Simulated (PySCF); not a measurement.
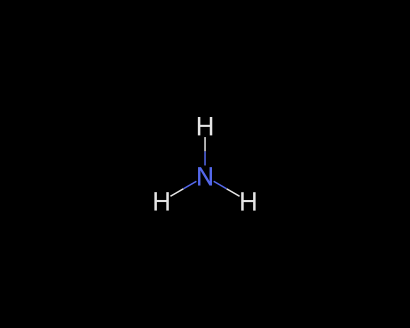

Simulated data, not a measurement (program: PySCF).

2D structure.

### Give its SMILES.

N

### What is the molecular formula?

NH3.

### An optimisation with PBE0-D3(BJ)/def2-TZVP gave a structure of which point group?

C3v.
